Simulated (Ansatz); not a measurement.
Frequency calculation of HfSiN₄H₁₂

- system: HfSiN₄H₁₂
- method: RKS PBE/def2-SVP (Ansatz 0.2.0)

It belongs to a series of runs on one base structure; here: vibrations at the highest image of the band. Figures and captions count atoms from 1; the log counts them from 0 in places.

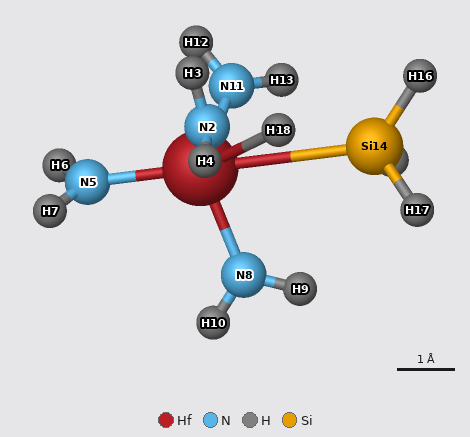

Fig. 1: The structure (ball-and-stick view, seen at a tilt; atoms are numbered from 1 in the order of the input). Sticks mark near contacts. Bond lengths as drawn: Hf–N 2.05 to 2.20 Å, Hf–Si 3.22 Å, H–Hf 2.28 Å, H–N 1.03 Å and H–Si 1.52 to 1.53 Å.

The input:
```yaml
crystal:
  periodic: [false, false, false]
  atoms:
    - { symbol: Hf, position_ang: [-0.07138, -0.023006, 0.042296] }
    - { symbol: "N", position_ang: [0.03629, 0.124717, 2.237717] }
    - { symbol: H, position_ang: [0.33363, -0.644296, 2.853668] }
    - { symbol: H, position_ang: [0.157247, 1.008561, 2.749152] }
    - { symbol: "N", position_ang: [1.866878, -0.030473, -0.635762] }
    - { symbol: H, position_ang: [2.274779, -0.653179, -1.343532] }
    - { symbol: H, position_ang: [2.589899, 0.649896, -0.367676] }
    - { symbol: "N", position_ang: [-0.863428, 1.682851, -0.768737] }
    - { symbol: H, position_ang: [-1.854609, 1.951415, -0.752339] }
    - { symbol: H, position_ang: [-0.357837, 2.34849, -1.365489] }
    - { symbol: "N", position_ang: [-0.751838, -1.86164, -0.542608] }
    - { symbol: H, position_ang: [-0.154422, -2.699112, -0.5545] }
    - { symbol: H, position_ang: [-1.68499, -2.128418, -0.876342] }
    - { symbol: Si, position_ang: [-3.044834, 0.064577, 1.269042] }
    - { symbol: H, position_ang: [-3.506997, -0.279554, -0.144054] }
    - { symbol: H, position_ang: [-3.804968, -0.933252, 2.123554] }
    - { symbol: H, position_ang: [-3.729437, 1.396812, 1.530501] }
    - { symbol: H, position_ang: [-1.259684, 0.069708, 1.985108] }
basis:
  gaussian: { orbitals: def2-SVP }
hamiltonian:
  xc: pbe
phonons: {}
```

Launch command:
```bash
ansatz run input.yaml --threads 4 --pin off --max-ram 5120MiB --backend cpu --events-out ev --progress --plain --runs-dir out
```

The program's output:
```
Engine: ansatz 0.2.0, x86_64-unknown-linux-gnu
Functional definition: PBE
  parameter kappa = 0.804
  parameter beta = 0.06672455060314922
  exchange = pbe_x(kappa = kappa, mu = beta*pi^2/3)
  correlation = pbe_c(beta = beta)
1894 factors; their error is unknown
mean field evaluation 1: about -15293.0567 eV, gradient 1.2e2 eV
mean field evaluation 2: about -15130.2950 eV, gradient 2.6e2 eV
mean field evaluation 4: about -15322.5295 eV, gradient 2.7e1 eV
mean field evaluation 8: about -15324.3755 eV, gradient 5.1e-1 eV
mean field evaluation 16: about -15324.2366 eV, gradient 3.3e-3 eV
mean field -15324.23663738 eV, -563.1553092831 hartree, gradient 7.0e-5 eV, S^2 0.000000; 0 other end points of the search recorded, 0 dependent functions left out
the calculation of the forces begins
reference -15324.23672809 eV, -563.1553126166 hartree; 33, 33 occupied and 133, 133 virtual orbitals, 1894 factors
these checks for a lower state are left out or cut short: stability, starts, cluster_reference, orbital_swaps, neighbouring_geometries, increment
1894 factors; their error is unknown
mean field -15324.23654298 eV, -563.1553058138 hartree, gradient 1.7e-6 eV, S^2 0.000000; 0 other end points of the search recorded, 0 dependent functions left out
[... from here on the field's lines of each further geometry are left out, up to the last ...]
the calculation of the forces begins
reference -15324.23672117 eV, -563.1553123621 hartree; 33, 33 occupied and 133, 133 virtual orbitals, 1894 factors
these checks for a lower state are left out or cut short: stability, starts, cluster_reference, orbital_swaps, neighbouring_geometries, increment
1894 factors; their error is unknown
mean field -15324.23661932 eV, -563.1553086192 hartree, gradient 1.7e-6 eV, S^2 0.000000; 0 other end points of the search recorded, 0 dependent functions left out
the calculation of the forces begins
reference -15324.23671003 eV, -563.1553119529 hartree; 33, 33 occupied and 133, 133 virtual orbitals, 1894 factors
WARN: phonons: modes at or below zero, which the zero-point energy, F, S and C_V leave out: 1, the lowest at -1023.83 cm⁻¹. A minimum has none, and a first-order saddle one
Total energy: -15324.23672809 eV, -563.1553126166 hartree
Atom 0 at    -0.071380    -0.023006     0.042296 Å, force    -0.003189     0.005400     0.000608 eV/Å
Atom 1 at     0.036290     0.124717     2.237717 Å, force     0.019938     0.032106     0.007022 eV/Å
Atom 2 at     0.333630    -0.644296     2.853668 Å, force    -0.018498    -0.004320    -0.005240 eV/Å
Atom 3 at     0.157247     1.008561     2.749152 Å, force     0.014333     0.004558    -0.002936 eV/Å
Atom 4 at     1.866878    -0.030473    -0.635762 Å, force    -0.015986    -0.011757    -0.001089 eV/Å
Atom 5 at     2.274779    -0.653179    -1.343532 Å, force     0.008570     0.002921     0.000216 eV/Å
Atom 6 at     2.589899     0.649896    -0.367676 Å, force     0.006234    -0.001078    -0.001282 eV/Å
Atom 7 at    -0.863428     1.682851    -0.768737 Å, force     0.005199    -0.006442     0.002563 eV/Å
Atom 8 at    -1.854609     1.951415    -0.752339 Å, force     0.000410     0.001099    -0.001934 eV/Å
Atom 9 at    -0.357837     2.348490    -1.365489 Å, force    -0.001447     0.003163     0.001072 eV/Å
Atom 10 at    -0.751838    -1.861640    -0.542608 Å, force     0.003820    -0.000104    -0.003099 eV/Å
Atom 11 at    -0.154422    -2.699112    -0.554500 Å, force    -0.003328    -0.002250    -0.000943 eV/Å
Atom 12 at    -1.684990    -2.128418    -0.876342 Å, force    -0.000620     0.002953     0.004311 eV/Å
Atom 13 at    -3.044834     0.064577     1.269042 Å, force     0.006345     0.003769     0.008258 eV/Å
Atom 14 at    -3.506997    -0.279554    -0.144054 Å, force    -0.002014     0.002808    -0.008599 eV/Å
Atom 15 at    -3.804968    -0.933252     2.123554 Å, force     0.001361    -0.006764    -0.004976 eV/Å
Atom 16 at    -3.729437     1.396812     1.530501 Å, force    -0.003306    -0.005675     0.003820 eV/Å
Atom 17 at    -1.259684     0.069708     1.985108 Å, force    -0.017822    -0.020387     0.002229 eV/Å
Dipole moment:     0.994657    -0.046441     0.022426 e Å
Vibrations: -1023.83 38.37 58.34 90.59 100.34 111.12 128.04 147.60 154.55 187.64 263.81 278.55 294.60 331.82 355.38 407.08 414.09 445.12 458.00 470.91 494.53 498.92 512.75 519.60 599.36 610.31 616.45 634.91 853.75 905.52 910.75 1289.08 1333.68 1447.38 1452.25 1453.05 1489.76 2048.73 2080.53 2096.70 3418.73 3436.69 3438.38 3443.38 3517.23 3528.16 3534.13 3534.76 cm⁻¹, zero-point energy 3.374566 eV
```

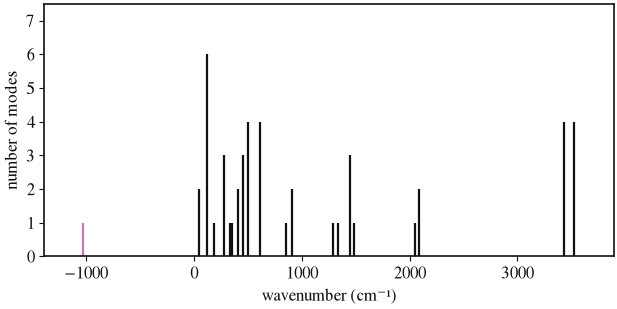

Fig. 2: Harmonic vibrational wavenumbers from the force constants; neighbouring modes closer than 21 cm⁻¹ are counted in one stick, and imaginary ones are drawn at negative wavenumbers. 48 modes from 1024i to 3535 cm⁻¹, 1 imaginary beyond 8i (1024i cm⁻¹): a first-order saddle point, if the geometry is stationary.

Summary:

| quantity | value |
| --- | --- |
| outcome | converged |
| total energy | −15324.2367 eV |
| mean-field energy | −15324.2367 eV |
| largest force (length of the vector) | 0.038 eV/Å |
| hardware | 4 threads of AMD EPYC (Zen 5), 32 GiB of memory available, shared host |
| wall time | 84 s (CPU time 5.1 min) |
| peak memory | 0.27 GiB |
